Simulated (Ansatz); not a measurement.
# C3H7Cl (2-chloropropane), step by step

Wanted: a series of 16 runs (HF/STO-3G, UHF/STO-3G, HF/3-21G, UHF/3-21G, HF/6-31G*, B3LYP/6-31G*, PBE/def2-SVP, MP2/6-31G*) of C3H7Cl. 

The results are computed with Ansatz 0.2.0.

### Step 1. The molecule

The species is C3H7Cl (11 atoms), meant as a singlet with charge 0. SMILES: `CC(C)Cl`. The shape is that of a PBE0-D4/def2-TZVP optimisation. The run starts from this shape.

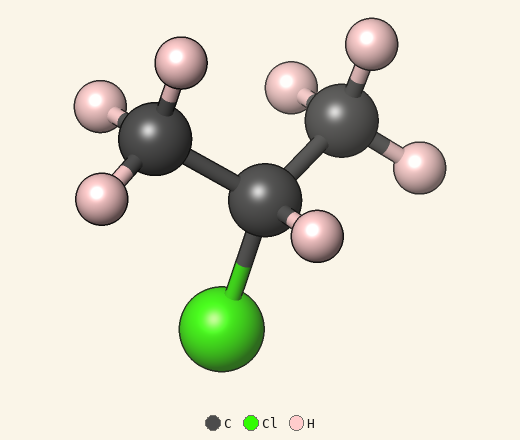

The structure, seen from a chosen angle (carbon dark grey, chlorine green, hydrogen pink).

### Step 2. A geometry optimisation at HF/STO-3G (run 1)

The input, job.yaml:

```yaml
crystal:
  periodic: [false, false, false]
  atoms:
    - {symbol: C, position_ang: [-0.494030, 0.970550, -0.693980]}
    - {symbol: C, position_ang: [-0.015960, -0.424850, -0.369000]}
    - {symbol: C, position_ang: [0.644880, -0.530530, 0.985040]}
    - {symbol: Cl, position_ang: [-1.413890, -1.562940, -0.438200]}
    - {symbol: H, position_ang: [-0.973170, 1.006920, -1.672700]}
    - {symbol: H, position_ang: [-1.210260, 1.315480, 0.054760]}
    - {symbol: H, position_ang: [0.357330, 1.657460, -0.698590]}
    - {symbol: H, position_ang: [0.660070, -0.782640, -1.147440]}
    - {symbol: H, position_ang: [1.520850, 0.123950, 1.017020]}
    - {symbol: H, position_ang: [-0.044130, -0.221820, 1.774050]}
    - {symbol: H, position_ang: [0.968310, -1.551590, 1.189050]}
basis:
  gaussian: {orbitals: STO-3G}
hamiltonian: {xc: hf}
relax: {f_tol: 0.002}
output: {orbitals: {seedname: orbitals}}
```

On the command line:

```bash
$ ansatz run job.yaml --threads 1 --pin off --max-ram 3480MiB --events-out events.jsonl --progress --plain --runs-dir runs
```

The log of the run, shortened:

```text
Warning: RAYON_NUM_THREADS=1 ignored (pool sized by the plan → 1); use --threads N
[...]
Functional definition: HF
  name "HF"
[...]
445 factors; integrals over basis functions are off by at most 1.3e-5 eV
[...]
mean field -15534.63301182 eV, -570.8872334318 hartree, gradient 3.1e-5 eV, S^2 0.000000; 0 other end points of the search recorded, 0 dependent functions left out
[...]
reference -15534.63301182 eV, -570.8872334318 hartree; 21, 21 occupied and 10, 10 virtual orbitals, 445 factors
relax step   1: F+E_penalty+E_count = -15534.63301182 eV  Δ(F+E_penalty+E_count) = +0.000e0 eV  max|allowed force component| = 1.565e0 eV/Å  Δτ_max = 0.0000 Å  (24 SCF iters, accepted)
[...]
relax step   5: F+E_penalty+E_count = -15534.69370464 eV  Δ(F+E_penalty+E_count) = -5.899e-6 eV  max|allowed force component| = 4.674e-3 eV/Å  Δτ_max = 0.0004 Å  (24 SCF iters, accepted)
[...]
relax step   6: F+E_penalty+E_count = -15534.69370523 eV  Δ(F+E_penalty+E_count) = -5.894e-7 eV  max|allowed force component| = 2.654e-4 eV/Å  Δτ_max = 0.0002 Å  (23 SCF iters, accepted)
445 factors; integrals over basis functions are off by at most 1.2e-5 eV
mean field -15534.69370523 eV, -570.8894638735 hartree, gradient 6.6e-6 eV, S^2 0.000000; 1 other end points of the search recorded, 0 dependent functions left out
[...]
reference -15534.69370523 eV, -570.8894638735 hartree; 21, 21 occupied and 10, 10 virtual orbitals, 445 factors
Total energy: -15534.69370523 eV, -570.8894638735 hartree
Atom 0 at    -0.503107     0.992260    -0.703909 Å, force    -0.000004     0.000099    -0.000070 eV/Å
Atom 1 at    -0.018658    -0.434742    -0.376012 Å, force    -0.000265     0.000084     0.000257 eV/Å
Atom 2 at     0.657156    -0.536900     1.006516 Å, force     0.000104    -0.000018     0.000072 eV/Å
Atom 3 at    -1.437960    -1.587694    -0.443994 Å, force    -0.000001    -0.000011    -0.000020 eV/Å
Atom 4 at    -0.974987     1.019008    -1.681088 Å, force    -0.000004     0.000030     0.000018 eV/Å
Atom 5 at    -1.216178     1.333464     0.040088 Å, force     0.000097    -0.000140    -0.000024 eV/Å
Atom 6 at     0.348728     1.667151    -0.707847 Å, force    -0.000018    -0.000039    -0.000022 eV/Å
Atom 7 at     0.668767    -0.780410    -1.151360 Å, force     0.000101     0.000033    -0.000038 eV/Å
Atom 8 at     1.526673     0.114687     1.028668 Å, force    -0.000016    -0.000042    -0.000026 eV/Å
Atom 9 at    -0.029046    -0.231135     1.790135 Å, force    -0.000001    -0.000007    -0.000191 eV/Å
Atom 10 at     0.978612    -1.555699     1.198814 Å, force     0.000006     0.000011     0.000043 eV/Å
Dipole moment:     0.417655     0.368489     0.046121 e Å
```

Run time: 2.7 s. Hardware: 1 thread of Intel Xeon 6975P-C (Granite Rapids), shared host; peak memory 0.11 GiB.

Steps, from the record of the run:

```csv
step,energy from the first frame kept (eV),largest force (eV/Å)
1,0.0000,1.6277
2,-0.0582,0.2910
3,-0.0604,0.0637
4,-0.0607,0.0180
5,-0.0607,0.0061
6,-0.0607,0.0004
```

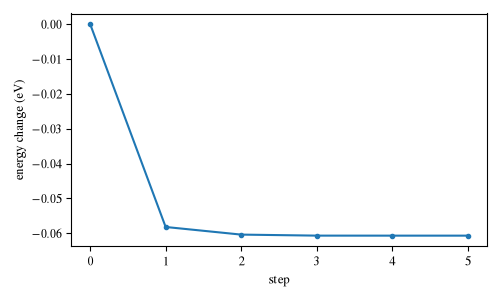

Energy along the run.

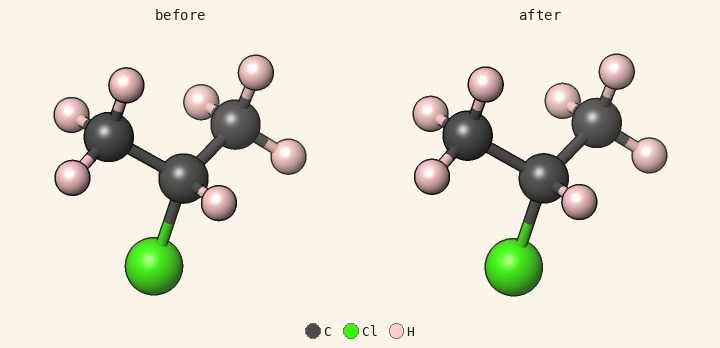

Before and after, at one scale.

After the run. Bond lengths: C1–C2 1.542 Å, C2–C3 1.542 Å, C2–Cl4 1.830 Å, C1–H5 1.085 Å, C1–H6 1.086 Å, C1–H7 1.087 Å, C2–H8 1.092 Å, C3–H9 1.087 Å, C3–H10 1.086 Å, C3–H11 1.085 Å. Some angles: C1–C2–C3 112.9°, C1–C2–Cl4 109.4°, C3–C2–Cl4 109.4°, C1–C2–H8 109.9°, C3–C2–H8 109.9°, Cl4–C2–H8 105.2°, C2–C1–H5 110.5°, C2–C1–H6 110.6°, C2–C1–H7 109.2°, C2–C3–H9 109.2°.

### Step 3. The harmonic vibrations at HF/STO-3G (run 2)

The input, molecule.yaml:

```yaml
basis:
  gaussian: {orbitals: STO-3G}
crystal:
  periodic: [false, false, false]
  atoms:
    - {symbol: C, position_ang: [-0.503107, 0.992260, -0.703909]}
    - {symbol: C, position_ang: [-0.018658, -0.434742, -0.376012]}
    - {symbol: C, position_ang: [0.657156, -0.536900, 1.006516]}
    - {symbol: Cl, position_ang: [-1.437960, -1.587694, -0.443994]}
    - {symbol: H, position_ang: [-0.974987, 1.019008, -1.681088]}
    - {symbol: H, position_ang: [-1.216178, 1.333464, 0.040088]}
    - {symbol: H, position_ang: [0.348728, 1.667151, -0.707847]}
    - {symbol: H, position_ang: [0.668767, -0.780410, -1.151360]}
    - {symbol: H, position_ang: [1.526673, 0.114687, 1.028668]}
    - {symbol: H, position_ang: [-0.029046, -0.231135, 1.790135]}
    - {symbol: H, position_ang: [0.978612, -1.555699, 1.198814]}
hamiltonian: {xc: hf}
phonons: {temperatures: {t_min: 298.15, t_max: 298.15, t_step: 1}}
```

On the command line:

```bash
$ ansatz run molecule.yaml --threads 1 --pin off --max-ram 3480MiB --events-out events.jsonl --progress --plain --runs-dir runs
```

The log of the run, shortened:

```text
Warning: RAYON_NUM_THREADS=1 ignored (pool sized by the plan → 1); use --threads N
[... 2 set-up lines as earlier in the session ...]
[...]
443 factors; integrals over basis functions are off by at most 1.4e-5 eV
[...]
mean field -15534.69369532 eV, -570.8894635093 hartree, gradient 3.3e-5 eV, S^2 0.000000; 0 other end points of the search recorded, 0 dependent functions left out
[...]
reference -15534.69369532 eV, -570.8894635093 hartree; 21, 21 occupied and 10, 10 virtual orbitals, 443 factors
[...]
443 factors; integrals over basis functions are off by at most 1.3e-5 eV
[...]
mean field -15534.69343504 eV, -570.8894539443 hartree, gradient 1.9e-6 eV, S^2 0.000000; 0 other end points of the search recorded, 0 dependent functions left out
[...]
reference -15534.69343504 eV, -570.8894539443 hartree; 21, 21 occupied and 10, 10 virtual orbitals, 443 factors
[...]
443 factors; integrals over basis functions are off by at most 1.4e-5 eV
[...]
Atom 3 at    -1.437960    -1.587694    -0.443994 Å, force     0.000010    -0.000001    -0.000017 eV/Å
Atom 4 at    -0.974987     1.019008    -1.681088 Å, force     0.000002     0.000032     0.000017 eV/Å
Atom 5 at    -1.216178     1.333464     0.040088 Å, force     0.000090    -0.000132    -0.000006 eV/Å
Atom 6 at     0.348728     1.667151    -0.707847 Å, force     0.000007    -0.000023    -0.000023 eV/Å
Atom 7 at     0.668767    -0.780410    -1.151360 Å, force     0.000123     0.000025    -0.000065 eV/Å
Atom 8 at     1.526673     0.114687     1.028668 Å, force     0.000012    -0.000026    -0.000027 eV/Å
Atom 9 at    -0.029046    -0.231135     1.790135 Å, force     0.000011    -0.000006    -0.000201 eV/Å
Atom 10 at     0.978612    -1.555699     1.198814 Å, force     0.000020     0.000005     0.000047 eV/Å
Dipole moment:     0.417656     0.368489     0.046121 e Å
Vibrations: 238.11 261.11 346.81 363.61 467.64 796.03 1072.40 1114.58 1141.87 1279.73 1342.14 1405.55 1535.44 1609.63 1720.82 1729.31 1809.77 1812.82 1814.70 1822.29 3574.02 3574.58 3656.23 3753.58 3755.12 3765.55 3767.09 cm⁻¹, zero-point energy 3.070502 eV
```

Wall time 21 s (1 thread of Intel Xeon 6975P-C (Granite Rapids), shared host); peak memory 0.1 GiB.

Runs 3 to 15 aren't shown in full; the table further down has their settings and results.

### Step 4. Vibrational wavenumbers at MP2/6-31G(d) (Cartesian functions) (run 16)

The input, input.yaml:

```yaml
basis:
  gaussian:
    orbitals: "6-31G*"
crystal:
  periodic: [false, false, false]
  atoms:
    - {symbol: C, position_ang: [-0.495089, 0.973856, -0.695577]}
    - {symbol: C, position_ang: [-0.019009, -0.431058, -0.372480]}
    - {symbol: C, position_ang: [0.647028, -0.531385, 0.988092]}
    - {symbol: Cl, position_ang: [-1.419796, -1.564276, -0.435379]}
    - {symbol: H, position_ang: [-0.972953, 1.012736, -1.676669]}
    - {symbol: H, position_ang: [-1.213037, 1.314490, 0.054948]}
    - {symbol: H, position_ang: [0.360297, 1.657132, -0.696271]}
    - {symbol: H, position_ang: [0.663846, -0.782451, -1.149850]}
    - {symbol: H, position_ang: [1.521204, 0.127125, 1.015120]}
    - {symbol: H, position_ang: [-0.046290, -0.223235, 1.774936]}
    - {symbol: H, position_ang: [0.973798, -1.552945, 1.193140]}
magnetization:
  spin_polarized: false
correlation:
  method: mp2
phonons:
  temperatures: {t_min: 298.15, t_max: 298.15, t_step: 1}
```

On the command line:

```bash
$ ansatz run input.yaml --threads 1 --pin off --max-ram 3480MiB --events-out events.jsonl --progress --plain --runs-dir runs
```

The log of the run, shortened:

```text
Warning: RAYON_NUM_THREADS=1 ignored (pool sized by the plan → 1); use --threads N
[... 2 set-up lines as earlier in the session ...]
[...]
923 factors; integrals over basis functions are off by at most 3.6e-4 eV
[...]
mean field -15705.56425831 eV, -577.1688408789 hartree, gradient 5.0e-6 eV, S^2 0.000000; 0 other end points of the search recorded, 0 dependent functions left out
8 core orbitals not correlated: weight in the atoms' cores, before any rotation towards them, 1.000 or more for the frozen orbitals, at most 0.000 for the correlated occupied ones
reference -15705.56425831 eV, -577.1688408789 hartree; 13, 13 occupied and 57, 57 virtual orbitals, 923 factors
second order -14.32140776 eV of doubles, -0.00000000 eV of singles
[...]
923 factors; integrals over basis functions are off by at most 3.6e-4 eV
[...]
Atom 4 at    -0.972953     1.012736    -1.676669 Å, force    -0.000111     0.000107     0.000102 eV/Å
Atom 5 at    -1.213037     1.314490     0.054948 Å, force    -0.000226     0.000114    -0.000146 eV/Å
Atom 6 at     0.360297     1.657132    -0.696271 Å, force    -0.000855    -0.000289    -0.000247 eV/Å
Atom 7 at     0.663846    -0.782451    -1.149850 Å, force    -0.000741    -0.000038     0.000471 eV/Å
Atom 8 at     1.521204     0.127125     1.015120 Å, force    -0.000486    -0.000719     0.000242 eV/Å
Atom 9 at    -0.046290    -0.223235     1.774936 Å, force     0.000029    -0.000208     0.000200 eV/Å
Atom 10 at     0.973798    -1.552945     1.193140 Å, force    -0.000079     0.000064     0.000159 eV/Å
Dipole moment:     0.346705     0.302339     0.035111 e Å
Vibrations: 260.42 289.91 334.31 351.32 437.33 674.25 939.59 971.23 990.38 1129.20 1195.09 1234.58 1360.85 1406.24 1464.23 1478.77 1542.89 1548.63 1555.32 1568.96 3107.40 3110.33 3158.19 3196.41 3201.16 3215.49 3218.03 cm⁻¹, zero-point energy 2.661971 eV
Checks for a lower state left out: cluster_reference
```

Run time: 1.7 min. Hardware: 1 thread of Intel Xeon 6975P-C (Granite Rapids), shared host; peak memory 0.18 GiB.

### Step 5. All runs side by side

```csv
run,level,task,walk f tol,partner,energy (Eh),dipole moment (D),wall time
1,HF/STO-3G,optimise,0.002,base,-570.889464,2.68,2.7 s
2,HF/STO-3G,frequencies,–,base,-570.889464,2.68,21 s
3,UHF/STO-3G,energy,–,cation,-570.560988,–,0.44 s
4,UHF/STO-3G,optimise,–,cation,-570.580470,–,4.8 s
5,HF/3-21G,optimise,0.002,base,-574.338726,3.29,3.6 s
6,HF/3-21G,frequencies,–,base,-574.338724,3.29,13 s
7,UHF/3-21G,energy,–,cation,-573.976144,–,0.96 s
8,UHF/3-21G,optimise,–,cation,-574.006094,–,15 s
9,HF/6-31G* (Cartesian functions),optimise,0.002,base,-577.169362,2.52,7.2 s
10,HF/6-31G* (Cartesian functions),frequencies,–,base,-577.169362,2.52,57 s
11,B3LYP/6-31G* (Cartesian functions),optimise,0.002,base,-578.743607,2.37,13 s
12,B3LYP/6-31G* (Cartesian functions),frequencies,–,base,-578.743607,2.37,90 s
13,PBE/def2-SVP,optimise,0.002,base,-578.146265,1.95,9.9 s
14,PBE/def2-SVP,frequencies,–,base,-578.146265,1.95,31 s
15,MP2/6-31G* (Cartesian functions),optimise,0.002,base,-577.695143,2.22,9.9 s
16,MP2/6-31G* (Cartesian functions),frequencies,–,base,-577.695143,2.22,1.7 min
```

### Step 6. Summary of results

```
                                                                          quantity          value
                                                  run 16, MP2/6-31G*: total energy  -577.69514 Eh
                            run 16, MP2/6-31G*: dipole moment (correlated density)         2.22 D
                   run 16, MP2/6-31G*: correlation energy (8 core orbitals frozen)     -526.3 mEh
                                      run 16, MP2/6-31G*: largest force on an atom     0.002 eV/Å
                                    run 16, MP2/6-31G*: lowest harmonic wavenumber       260 cm⁻¹
                                   run 16, MP2/6-31G*: highest harmonic wavenumber      3218 cm⁻¹
                                             run 16, MP2/6-31G*: zero-point energy   256.8 kJ/mol
                     vertical ionisation energy (to the doublet cation), HF/STO-3G       8.938 eV
                      vertical ionisation energy (to the doublet cation), HF/3-21G       9.866 eV
adiabatic ionisation energy (to the doublet cation, no zero-point term), HF/STO-3G       8.408 eV
 adiabatic ionisation energy (to the doublet cation, no zero-point term), HF/3-21G       9.051 eV
```

What this shows: At HF/STO-3G: the vertical ionisation energy comes to 8.94 eV (206 kcal/mol). In a minimal basis such a difference can be off by several eV, whatever the method. At HF/3-21G: the vertical ionisation energy comes to 9.87 eV (228 kcal/mol). At HF/STO-3G: the adiabatic ionisation energy (to the doublet cation, no zero-point term) is 8.41 eV (194 kcal/mol). At HF/3-21G: the adiabatic ionisation energy (to the doublet cation, no zero-point term) is 9.05 eV (873 kJ/mol). The second species lost a bond as it relaxed, so this leads to another structure. Totals of different functionals can't be ranked against each other. In runs 1, 2, 3, 4 the basis is minimal, so the values are rough. All runs together took 6.4 min, the longest 1.7 min.
